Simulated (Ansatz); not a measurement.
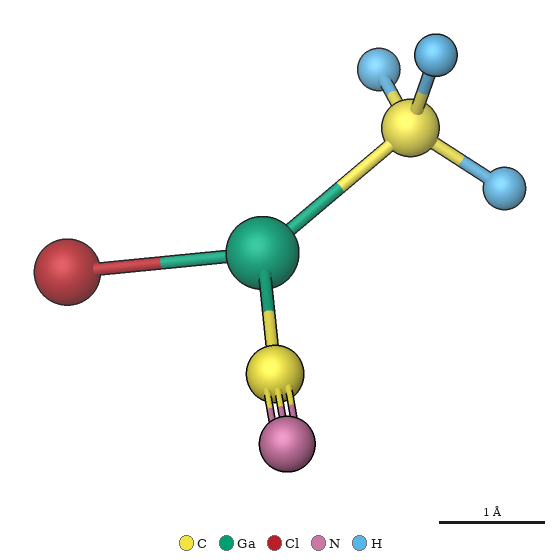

A ball-and-stick model of a molecule. Double and triple bonds are drawn as two and three sticks.

The computed structure is the end point of a PBE0-D4/def2-TZVP optimisation.

> Count the atoms of each element.

C₂H₃ClGaN, 8 atoms: 2 carbon, 3 hydrogen, 1 chlorine, 1 gallium and 1 nitrogen.

> How many bonds of each kind are drawn?

3 C–H, 2 C–Ga, 1 Cl–Ga, 1 C–N.

> Write the SMILES.

[CH3][Ga]([Cl])[C]#N

More results for the same structure follow; atom numbers are the same in all pictures, views and colours differ.

Geometry

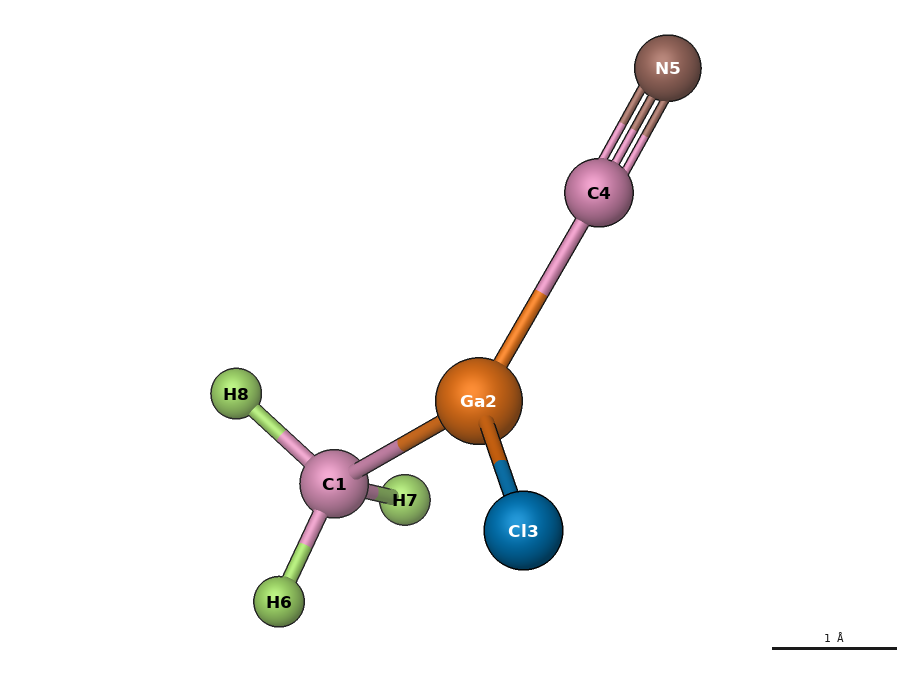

Atoms carry their numbers in the input.

> How are the neighbours of atom 1 arranged?

C1 has 4 neighbours (Ga2 at 1.94, H6 at 1.09, H7 at 1.09, H8 at 1.09 Å); the arrangement is tetrahedral.

> What is the geometry at C4?

C4 has 2 neighbours (Ga2 at 1.94, N5 at 1.15 Å); the arrangement is linear.

> Describe the coordination of atom 2.

Ga2 has 3 neighbours (C1 at 1.94, Cl3 at 2.13, C4 at 1.94 Å); the arrangement is trigonal planar.

Vibrations

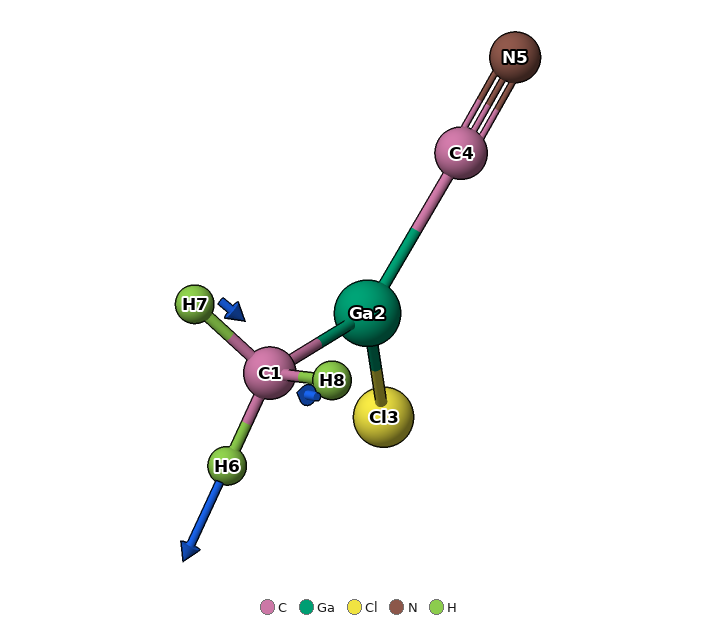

The arrows show one normal mode. Harmonic vibrations computed with RKS PBE0-D4/def2-TZVP (Ansatz 0.2.0) at a stationary point of the same level.

> Describe the motion.

Mostly C–H stretching.

> Estimate its harmonic wavenumber.

3176 cm⁻¹; it is mode 18 of 18 counted from the lowest.

Levels of theory compared

Program: Ansatz 0.2.0.

Tabulate dipole (D) at these levels: B3LYP-D4/def2-TZVPP; PBE-D4/def2-TZVPP; PBE0-D4/def2-TZVP; r2SCAN-D4/def2-TZVPP; ωB97M-V/def2-TZVPP.

```json
{"level": "B3LYP-D4/def2-TZVPP", "dipole (D)": "4.16"}
{"level": "PBE-D4/def2-TZVPP", "dipole (D)": "4.07"}
{"level": "PBE0-D4/def2-TZVP", "dipole (D)": "4.13"}
{"level": "r2SCAN-D4/def2-TZVPP", "dipole (D)": "4.14"}
{"level": "ωB97M-V/def2-TZVPP", "dipole (D)": "4.14"}
```

Charges

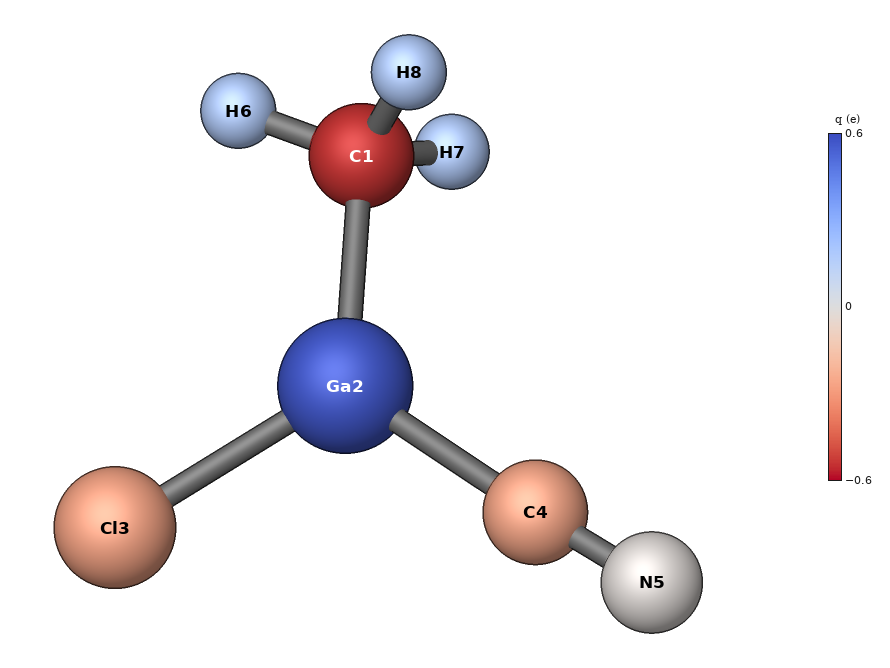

Atoms are coloured by their Mulliken charges. Method: RKS PBE0-D4/def2-TZVP (Ansatz 0.2.0).

List the Mulliken charges.

```csv
atom,value (e)
C1,−0.53
Ga2,0.56
Cl3,−0.26
C4,−0.25
N5,−0.01
H6,0.17
H7,0.16
H8,0.16
```

Mulliken values depend strongly on the basis set and can even reverse the polarity of a bond.
